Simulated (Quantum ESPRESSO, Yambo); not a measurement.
# Beyond one shot: CdS (Hawleyite), part 2 of 2

Wanted: G0W0 and self-consistent gaps of CdS (Hawleyite), with the cost of the cycles.

Quantum ESPRESSO 7.5 and Yambo 5.3.0; PBE and many-body steps on it, plane waves. Known limits of the many-body steps: not at the basis limit; no spin-orbit coupling; coarse k mesh.

So far. Step 5 (evGW0, cycle 1): Against G0W0 in Yambo (4×4×4 mesh, 125 bands, screening to 163.3 eV, Godby-Needs plasmon pole), the gap moves by +0.108 eV. Step 6 (evGW0, cycle 2): Against the cycle before, the gap moves by +0.013 eV.

### 7. evGW0, cycle 3

Level of this step: evGW0 on PBE, plane waves, norm-conserving pseudopotentials (Yambo).

gw4.in reads:

```
HF_and_locXC
gw0
dyson
ppa
em1d
rim_cut
RandQpts= 1000000
RandGvec= 1 RL
EXXRLvcs= 94 Ry
VXCRLvcs= 376 Ry
Chimod= "HARTREE"
% BndsRnXp
 1 | 125 |
%
NGsBlkXp= 12 Ry
% LongDrXp
 1 | 1 | 1 |
%
% GbndRnge
 1 | 125 |
%
DysSolver= "n"
ExtendOut
PPAPntXp= 27.21138 eV
% QPkrange
 1 | 8 | 5 | 17 |
%
GfnQPdb= "E < ./gw3_fix/ndb.QP"
```

On the command line:

```bash
> OMP_NUM_THREADS=1 mpirun -n 4 yambo -F gw4.in -J gw4,gw1_W -C gw4 > gw4.log
```

The program printed:

```text
 Yambo, version 5.3.0

 [02] CORE Variables Setup
 =========================

  [... cell, symmetries and grids as in the set-up ...]

  [02.05] Energies & Occupations
  ==============================

  [X] === General ===
  [X] Electronic Temperature                        :  0.000000  0.000000 [eV K]
  [X] Bosonic    Temperature                        :  0.000000  0.000000 [eV K]
  [X] Finite Temperature mode                       : no
  [X] El. density                                   :  0.52403E+24 [cm-3]
[...]
Sx RL components                                 :   5161

   QP @ state[ 1 ] K range                          :   1   8
   QP @ state[ 1 ] b range                          :   5  17
   GF energies kind                                 : Perdew, Burke & Ernzerhof(X)+Perdew, Burke & Ernzerhof(C)+ E < ./gw1/ndb.QP + @E Fit+ E < ./gw2_fix/
   GF WF`s kind                                     : Perdew, Burke & Ernzerhof(X)+Perdew, Burke & Ernzerhof(C)
   Xs energies kind                                 : Perdew, Burke & Ernzerhof(X)+Perdew, Burke & Ernzerhof(C)
   Xs WF`s kind                                     : Perdew, Burke & Ernzerhof(X)+Perdew, Burke & Ernzerhof(C)

 [13] Game Over & Game summary
```

It took 11 min on 4 MPI ranks of Arm Neoverse V1, shared host; peak memory 2 GiB.

This step gave:

```
quasiparticle gap on the mesh                         : 2.251 eV
gap of the density functional on the mesh             : 1.145 eV
k of the valence top                                  : 0, 0, 0
k of the conduction bottom                            : 0, 0, 0
least direct quasiparticle gap on the computed points : 2.251 eV
```

Against the cycle before, the gap moves by +0.002 eV.

The program's own table gives 2.441 eV, which is too large where the input levels are shifted: this version takes Σc at the unshifted level E₀, yet steps from the shifted one. The value above is the Newton step from E₀, E₀ + Z(Σc + Σx − Vxc), rebuilt from the printed columns.

### 8. evGW, cycle 1

This step: evGW on PBE, plane waves, norm-conserving pseudopotentials.

gw5.in, as its differences from gw4.in of step 7:

```diff
@@ -27,2 +27,3 @@
 %
-GfnQPdb= "E < ./gw3_fix/ndb.QP"
+GfnQPdb= "E < ./gw1/ndb.QP"
+XfnQPdb= "E < ./gw1/ndb.QP"
```

On the command line:

```bash
> OMP_NUM_THREADS=1 mpirun -n 4 yambo -F gw5.in -J gw5 -C gw5 > gw5.log
```

The program printed:

```text
 Yambo, version 5.3.0

 [02] CORE Variables Setup
 =========================

  [... cell, symmetries and grids as in the set-up ...]

  [02.05] Energies & Occupations
  ==============================

  [X] === General ===
  [X] Electronic Temperature                        :  0.000000  0.000000 [eV K]
  [X] Bosonic    Temperature                        :  0.000000  0.000000 [eV K]
  [X] Finite Temperature mode                       : no
  [X] El. density                                   :  0.52403E+24 [cm-3]
[...]
Sx RL components                                 :   5161

   QP @ state[ 1 ] K range                          :   1   8
   QP @ state[ 1 ] b range                          :   5  17
   GF energies kind                                 : Perdew, Burke & Ernzerhof(X)+Perdew, Burke & Ernzerhof(C)+ E < ./gw1/ndb.QP + @E Fit
   GF WF`s kind                                     : Perdew, Burke & Ernzerhof(X)+Perdew, Burke & Ernzerhof(C)
   Xs energies kind                                 : Perdew, Burke & Ernzerhof(X)+Perdew, Burke & Ernzerhof(C)
   Xs WF`s kind                                     : Perdew, Burke & Ernzerhof(X)+Perdew, Burke & Ernzerhof(C)

 [15] Game Over & Game summary
```

It took 12 min on 4 MPI ranks; peak memory 2.1 GiB.

Numbers from this step:

```
quasiparticle gap on the mesh                         : 2.424 eV
gap of the density functional on the mesh             : 1.145 eV
k of the valence top                                  : 0, 0, 0
k of the conduction bottom                            : 0, 0, 0
least direct quasiparticle gap on the computed points : 2.424 eV
```

Against G0W0 in Yambo (4×4×4 mesh, 125 bands, screening to 163.3 eV, Godby-Needs plasmon pole), the gap moves by +0.295 eV.

The program's own table gives 2.582 eV, which is too large where the input levels are shifted: this version takes Σc at the unshifted level E₀, yet steps from the shifted one. The value above is the Newton step from E₀, E₀ + Z(Σc + Σx − Vxc), rebuilt from the printed columns.

### 9. evGW, cycle 2

gw6.in, as its differences from gw5.in of step 8:

```diff
@@ -27,3 +27,3 @@
 %
-GfnQPdb= "E < ./gw1/ndb.QP"
-XfnQPdb= "E < ./gw1/ndb.QP"
+GfnQPdb= "E < ./gw5_fix/ndb.QP"
+XfnQPdb= "E < ./gw5_fix/ndb.QP"
```

On the command line:

```bash
> OMP_NUM_THREADS=1 mpirun -n 4 yambo -F gw6.in -J gw6 -C gw6 > gw6.log
```

The program printed:

```text
 Yambo, version 5.3.0

 [02] CORE Variables Setup
 =========================

  [... cell, symmetries and grids as in the set-up ...]

  [02.05] Energies & Occupations
  ==============================

  [X] === General ===
  [X] Electronic Temperature                        :  0.000000  0.000000 [eV K]
  [X] Bosonic    Temperature                        :  0.000000  0.000000 [eV K]
  [X] Finite Temperature mode                       : no
  [X] El. density                                   :  0.52403E+24 [cm-3]
[...]
Sx RL components                                 :   5161

   QP @ state[ 1 ] K range                          :   1   8
   QP @ state[ 1 ] b range                          :   5  17
   GF energies kind                                 : Perdew, Burke & Ernzerhof(X)+Perdew, Burke & Ernzerhof(C)+ E < ./gw1/ndb.QP + @E Fit+ E < ./gw5_fix/
   GF WF`s kind                                     : Perdew, Burke & Ernzerhof(X)+Perdew, Burke & Ernzerhof(C)
   Xs energies kind                                 : Perdew, Burke & Ernzerhof(X)+Perdew, Burke & Ernzerhof(C)
   Xs WF`s kind                                     : Perdew, Burke & Ernzerhof(X)+Perdew, Burke & Ernzerhof(C)

 [15] Game Over & Game summary
```

Run time: 13 min. Hardware: 4 MPI ranks; peak memory 2.1 GiB; 51 min of CPU time.

This step gave:

```
quasiparticle gap on the mesh                         : 2.510 eV
gap of the density functional on the mesh             : 1.145 eV
k of the valence top                                  : 0, 0, 0
k of the conduction bottom                            : 0, 0, 0
least direct quasiparticle gap on the computed points : 2.510 eV
```

Against the cycle before, the gap moves by +0.087 eV.

The program's own table gives 2.707 eV, which is too large where the input levels are shifted: this version takes Σc at the unshifted level E₀, yet steps from the shifted one. The value above is the Newton step from E₀, E₀ + Z(Σc + Σx − Vxc), rebuilt from the printed columns.

### 10. evGW, cycle 3

gw7.in, as its differences from gw6.in of step 9:

```diff
@@ -27,3 +27,3 @@
 %
-GfnQPdb= "E < ./gw5_fix/ndb.QP"
-XfnQPdb= "E < ./gw5_fix/ndb.QP"
+GfnQPdb= "E < ./gw6_fix/ndb.QP"
+XfnQPdb= "E < ./gw6_fix/ndb.QP"
```

On the command line:

```bash
> OMP_NUM_THREADS=1 mpirun -n 4 yambo -F gw7.in -J gw7 -C gw7 > gw7.log
```

The program printed:

```text
 Yambo, version 5.3.0

 [02] CORE Variables Setup
 =========================

  [... cell, symmetries and grids as in the set-up ...]

  [02.05] Energies & Occupations
  ==============================

  [X] === General ===
  [X] Electronic Temperature                        :  0.000000  0.000000 [eV K]
  [X] Bosonic    Temperature                        :  0.000000  0.000000 [eV K]
  [X] Finite Temperature mode                       : no
  [X] El. density                                   :  0.52403E+24 [cm-3]
[...]
Sx RL components                                 :   5161

   QP @ state[ 1 ] K range                          :   1   8
   QP @ state[ 1 ] b range                          :   5  17
   GF energies kind                                 : Perdew, Burke & Ernzerhof(X)+Perdew, Burke & Ernzerhof(C)+ E < ./gw1/ndb.QP + @E Fit+ E < ./gw5_fix/
   GF WF`s kind                                     : Perdew, Burke & Ernzerhof(X)+Perdew, Burke & Ernzerhof(C)
   Xs energies kind                                 : Perdew, Burke & Ernzerhof(X)+Perdew, Burke & Ernzerhof(C)
   Xs WF`s kind                                     : Perdew, Burke & Ernzerhof(X)+Perdew, Burke & Ernzerhof(C)

 [15] Game Over & Game summary
```

The job ended after 13 min (4 MPI ranks; peak memory 2.1 GiB; 50 min of CPU time).

Numbers from this step:

* quasiparticle gap on the mesh: 2.538 eV
* gap of the density functional on the mesh: 1.145 eV
* k of the valence top: 0, 0, 0
* k of the conduction bottom: 0, 0, 0
* least direct quasiparticle gap on the computed points: 2.538 eV

Against the cycle before, the gap moves by +0.027 eV.

The program's own table gives 2.745 eV, which is too large where the input levels are shifted: this version takes Σc at the unshifted level E₀, yet steps from the shifted one. The value above is the Newton step from E₀, E₀ + Z(Σc + Σx − Vxc), rebuilt from the printed columns.

### 11. evGW, cycle 4

gw8.in, as its differences from gw7.in of step 10:

```diff
@@ -27,3 +27,3 @@
 %
-GfnQPdb= "E < ./gw6_fix/ndb.QP"
-XfnQPdb= "E < ./gw6_fix/ndb.QP"
+GfnQPdb= "E < ./gw7_fix/ndb.QP"
+XfnQPdb= "E < ./gw7_fix/ndb.QP"
```

On the command line:

```bash
> OMP_NUM_THREADS=1 mpirun -n 4 yambo -F gw8.in -J gw8 -C gw8 > gw8.log
```

The program printed:

```text
 Yambo, version 5.3.0

 [02] CORE Variables Setup
 =========================

  [... cell, symmetries and grids as in the set-up ...]

  [02.05] Energies & Occupations
  ==============================

  [X] === General ===
  [X] Electronic Temperature                        :  0.000000  0.000000 [eV K]
  [X] Bosonic    Temperature                        :  0.000000  0.000000 [eV K]
  [X] Finite Temperature mode                       : no
  [X] El. density                                   :  0.52403E+24 [cm-3]
[...]
Sx RL components                                 :   5161

   QP @ state[ 1 ] K range                          :   1   8
   QP @ state[ 1 ] b range                          :   5  17
   GF energies kind                                 : Perdew, Burke & Ernzerhof(X)+Perdew, Burke & Ernzerhof(C)+ E < ./gw1/ndb.QP + @E Fit+ E < ./gw5_fix/
   GF WF`s kind                                     : Perdew, Burke & Ernzerhof(X)+Perdew, Burke & Ernzerhof(C)
   Xs energies kind                                 : Perdew, Burke & Ernzerhof(X)+Perdew, Burke & Ernzerhof(C)
   Xs WF`s kind                                     : Perdew, Burke & Ernzerhof(X)+Perdew, Burke & Ernzerhof(C)

 [15] Game Over & Game summary
```

Elapsed: 13 min, on 4 MPI ranks; peak memory 2.1 GiB; 51 min of CPU time.

Numbers from this step:

```
quasiparticle gap on the mesh                         : 2.546 eV
gap of the density functional on the mesh             : 1.145 eV
k of the valence top                                  : 0, 0, 0
k of the conduction bottom                            : 0, 0, 0
least direct quasiparticle gap on the computed points : 2.546 eV
```

Against the cycle before, the gap moves by +0.008 eV.

The program's own table gives 2.757 eV, which is too large where the input levels are shifted: this version takes Σc at the unshifted level E₀, yet steps from the shifted one. The value above is the Newton step from E₀, E₀ + Z(Σc + Σx − Vxc), rebuilt from the printed columns.

### 12. Side by side

Times are wall times on 4 MPI ranks of Arm Neoverse V1, shared host, good to a factor of about two.

```
           run   mesh  bands  screening cutoff (eV)  DFT gap (eV)  gap on the mesh (eV)  direct (eV)    time
          G0W0  4×4×4    125                  163.3         1.145                 2.129        2.129  13 min
evGW0, cycle 1  4×4×4    125                  163.3         1.145                 2.237        2.237  11 min
evGW0, cycle 2  4×4×4    125                  163.3         1.145                 2.249        2.249  11 min
evGW0, cycle 3  4×4×4    125                  163.3         1.145                 2.251        2.251  11 min
 evGW, cycle 1  4×4×4    125                  163.3         1.145                 2.424        2.424  12 min
 evGW, cycle 2  4×4×4    125                  163.3         1.145                 2.510        2.510  13 min
 evGW, cycle 3  4×4×4    125                  163.3         1.145                 2.538        2.538  13 min
 evGW, cycle 4  4×4×4    125                  163.3         1.145                 2.546        2.546  13 min
```

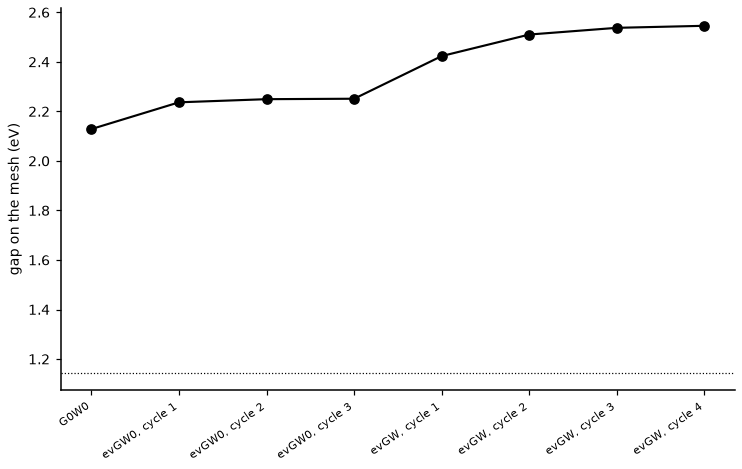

The gap through the cycles; the dotted line is the starting gap.

### 13. Outcome

| Item | Value |
| --- | --- |
| G0W0 | 2.129 eV |
| evGW0, cycle 1 | 2.237 eV |
| evGW0, cycle 2 | 2.249 eV |
| evGW0, cycle 3 | 2.251 eV |
| evGW, cycle 1 | 2.424 eV |
| evGW, cycle 2 | 2.510 eV |
| evGW, cycle 3 | 2.538 eV |
| evGW, cycle 4 | 2.546 eV |
| known limits | not at the basis limit; no spin-orbit coupling; coarse k mesh |

What this shows: evGW0 ends at 2.25 eV, +0.12 eV from G0W0, after 3 cycles that took 34 min beside the first screening; the last moved the gap by 0.002 eV. evGW ends at 2.55 eV, +0.42 eV from G0W0, after 4 cycles that took 50 min beside the first screening; the last moved the gap by 0.008 eV. Against experiment, by evGW, cycle 4: the gap of 2.55 eV lies +0.13 eV from the measured 2.42 eV (optical, 1995). An exciton line or allowed optical edge lies below the quasiparticle gap by the binding energy; a forbidden edge can push the onset above it. These are gaps on the mesh, at modest bands and cutoff. The calculation has static nuclei and no excitons; a measured gap holds zero-point and thermal motion, which mostly lowers it. Bands and cutoff are finite, so the gap is not at the basis limit. The miss can reach some tenths of an eV and take either sign; the mesh is an error of its own. The 4×4×4 mesh is coarse for this cell, which bears on the long-range parts of exchange and screening. The many-body steps are scalar-relativistic: spin-orbit coupling is not in them.

[Paths, hosts, dates, memory and timing lines, banners, echoed tables and standing remarks are left out of the program output.]

[Logs are printed without paths, hosts, clocks, repeated set-up lines and the standing remarks that a program may print on its own settings, such as how far it seeks lower states.]

[Runs of the session that timed out or met a known fault of the program may be left out.]

[Hosts, paths, dates, database ids (printed as entryN), source tags and the programs' standing remarks are cut or masked in the printed files.]
